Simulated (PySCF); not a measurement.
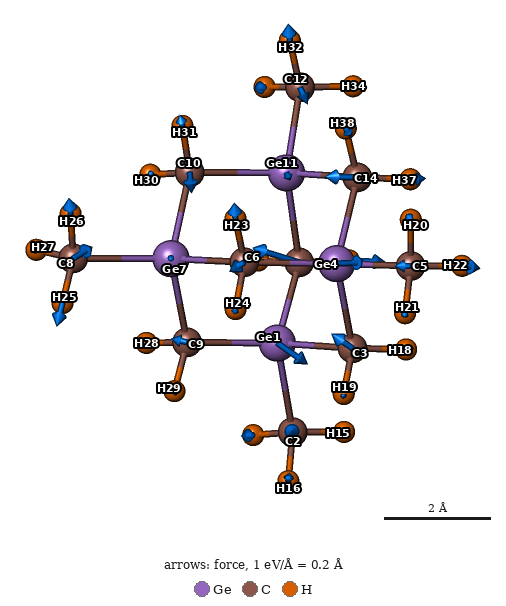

Starting geometry of C10H24Ge4 with the computed forces as blue arrows. Style: ball-and-stick. Shown at a tilt.

The start comes from GFN2-xTB. Its atoms were then displaced at random by about 0.03 Å.

Level of theory: PySCF 2.14.0, density-fitted response routines, PBE0-D3(BJ)/def2-SVP geometry optimisation, gas phase. 

> Is this structure relaxed? If not, where do the atoms go?

It isn't relaxed: the largest force vector, on a C atom, is 5.45 eV/Å. The final displacements follow the starting forces only in part (cosine between the two patterns 0.57). The atom that moves furthest after the best rigid fit is a C atom (0.11 Å). Largest moves by element: C 0.11 Å, H 0.11 Å, Ge 0.11 Å. Among the contacts that change: C–Ge 2.066 → 1.962 Å, C–H 1.010 → 1.103 Å, C–Ge 1.872 → 1.962 Å, C–H 1.035 → 1.101 Å. Bond angles that change, for instance: C–Ge–C 115.9° → 108.2°, Ge–C–H 116.0° → 109.3°, H–C–H 113.6° → 107.1°. After 7 geometry steps the energy has fallen by 141.0 kJ/mol. Cost: 18 min on 2 threads of Intel(R) Xeon(R) Platinum 8259CL CPU @ 2.50GHz, with other jobs on the host.
